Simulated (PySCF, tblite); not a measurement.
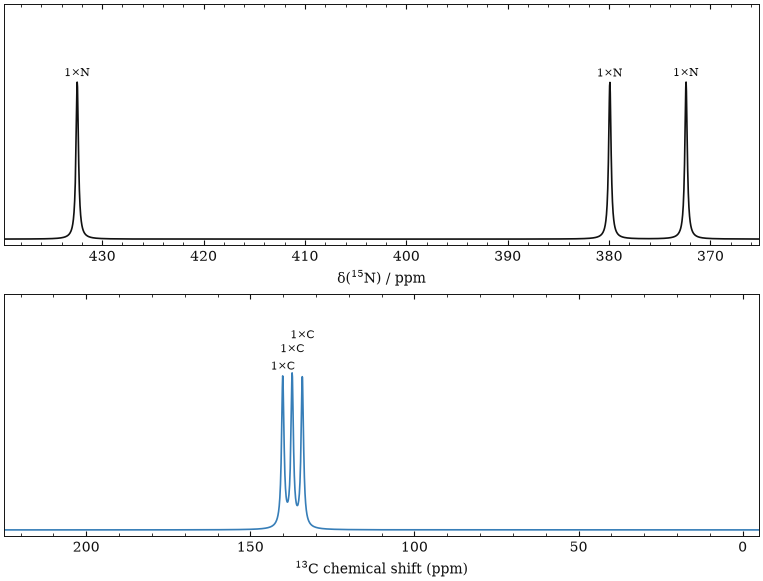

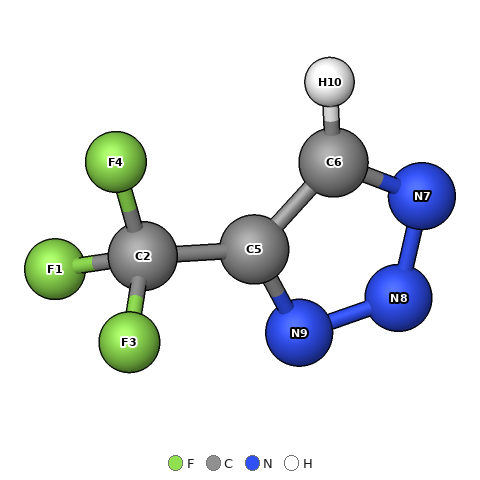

Spectrum and numbered structure of C₃HF₃N₃⁻, SMILES FC(F)(F)c1c[n-]nn1. GIAO shifts, PBE0/pcSseg-1, PySCF 2.14.0, at a GFN2-xTB geometry (a minimum by its frequencies), against NH₃ for ¹⁵N and TMS for ¹³C computed at the same level (¹⁵N: a single molecule, while the usual scales start at liquid NH₃ or nitromethane; multiply bonded nitrogen can come out tens of ppm too deshielded). Gas phase, fully decoupled, line heights follow the number of nuclei, widths are arbitrary (no quadrupolar broadening); values of one conformer, averaged over methyl-type rotors and exact or near symmetry.

Q: Assign the ¹⁵N signals to the numbered atoms.

A:
```
δ (ppm)  nuclei  atoms
  432.5       1     N8
  379.9       1     N9
  372.4       1     N7
```

Q: Which atoms give which ¹³C line?

A:
| δ (ppm) | nuclei | atoms |
| --- | --- | --- |
| 140.1 | 1 | C2 |
| 137.3 | 1 | C5 |
| 134.2 | 1 | C6 |

Caveats: the tight-binding geometry is rougher than a DFT one and adds to the error; an anion in a basis that has no diffuse functions.
